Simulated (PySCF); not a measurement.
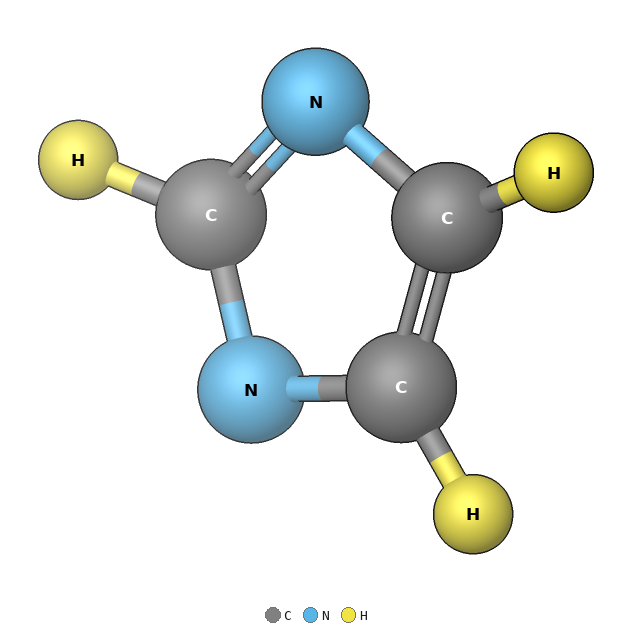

Orthographic view. Atoms fade into the background with distance from the viewer. State: charge −1, singlet. Geometry: a frame of a GFN2-xTB molecular-dynamics simulation, not a minimum.

> Write the InChI string.

InChI=1S/C3H3N2/c1-2-5-3-4-1/h1-3H/q-1
